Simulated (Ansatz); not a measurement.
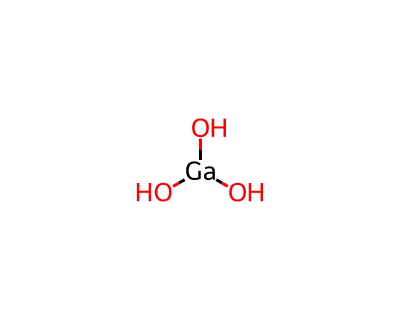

Source: calculation with Ansatz.

Skeletal drawing of a molecule.

Transcribe the drawing into SMILES.

[OH][Ga]([OH])[OH]

Give the formula, hydrogens included.

GaH3O3.

An optimisation with PBE0-D4/def2-TZVP gave a structure of which point group?

C3h.
